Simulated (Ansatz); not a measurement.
**AlBrFHO: an energy map over bond length O1–Al2 and bond length Al2–Br4**

How does the energy of AlBrFHO, SMILES [OH][Al]([F])[Br] change over two coordinates at once? A grid of runs gives the map.

Computed with Ansatz 0.2.0. Level: RKS CAM-B3LYP-D4/def2-TZVP.

### 1 Where the work starts

SMILES `[OH][Al]([F])[Br]`, 5 atoms, charge 0, spin multiplicity 1.

Atoms are counted from 1 here; the program's logs count them from 0.

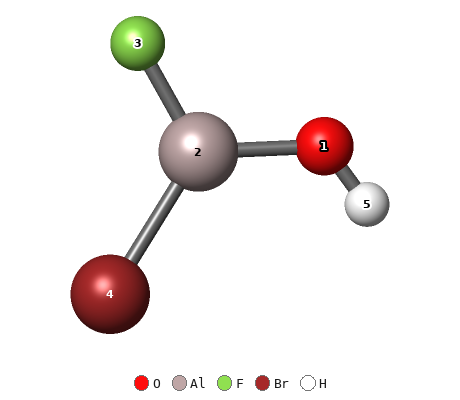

The starting geometry (colours as in the key); atoms are numbered from 1 in the order of the file.

Coordinates:

```mol
AlBrFHO
  3D, bonds by distance, orders not assigned

  5  4  0  0  0  0  0  0  0  0999 V2000
    0.4679    1.2148   -0.0318 O   0  0
   -0.0596   -0.3760    0.2586 Al  0  0
    0.0964   -0.9515    1.8147 F   0  0
   -0.9395   -1.7289   -1.3086 Br  0  0
    0.4230    1.6507   -0.8964 H   0  0
  1  2  8  0
  1  5  8  0
  2  3  8  0
  2  4  8  0
M  END
```

This geometry comes from a loose relaxation at PBE in a small basis, which is not shown.

### 3 The grid

First coordinate, bond length O1–Al2: 13 values from 1.369 to 2.505 Å. Second coordinate, bond length Al2–Br4: 13 values from 1.872 to 2.897 Å.

Nothing else is relaxed (all other coordinates rigid). Energies count from the relaxed molecule at the same level. Points are written as (first, second).

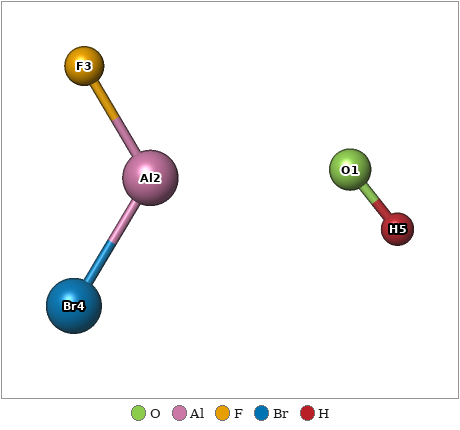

The geometry at (2.505 Å, 1.872 Å).

(The set-up runs are not shown.)

### 4 The run at (2.505 Å, 1.872 Å)

Contents of input.yaml:

```yaml
crystal:
  periodic: [false, false, false]
  atoms:
    - { symbol: O, position_ang: [0.455013, 1.189113, -0.041184] }
    - { symbol: Al, position_ang: [-0.310132, -1.150631, 0.422689] }
    - { symbol: F, position_ang: [-0.160611, -1.721656, 1.945141] }
    - { symbol: Br, position_ang: [-1.041424, -2.267976, -0.889232] }
    - { symbol: H, position_ang: [0.419584, 1.633665, -0.887171] }
basis:
  gaussian: { orbitals: def2-TZVP }
hamiltonian:
  xc: { name: CAM-B3LYP }
  dispersion: d4
output:
  forces: true
```

The run is started by

```bash
$ ansatz run input.yaml --threads 1 --pin off --max-ram 2560MiB --backend cpu --events-out ev --progress --plain --runs-dir out
```

The session goes on with these runs: the other points that were computed.

**Question.** What will these runs give? Wanted: lowest point; highest computed point; dipole moment; largest force on an atom.

**Answer**, as computed:

```
                       quantity                                                                               value
                   lowest point                                                      (1.653 Å, 2.214 Å), 0.6 kJ/mol
         highest computed point                                     (2.505 Å, 2.897 Å), 480 kJ/mol above the lowest
              dipole moment (D)  0.10 at (2.505 Å, 2.897 Å) to 3.99 at (1.369 Å, 2.897 Å); 2.14 at the lowest point
largest force on an atom (eV/Å)    0.5 at (1.653 Å, 2.214 Å) to 23.2 at (1.369 Å, 2.726 Å); 0.5 at the lowest point
        time for the whole task                                                     22 min on 1 thread, shared host
```

The lowest computed point is at (1.653 Å, 2.214 Å), 0.6 kJ/mol from the relaxed molecule at the same level. No other kind of well shows on this grid. The highest computed point, (2.505 Å, 2.897 Å), lies 480 kJ/mol above the lowest. Round the minimum the two coordinates are nearly uncoupled.
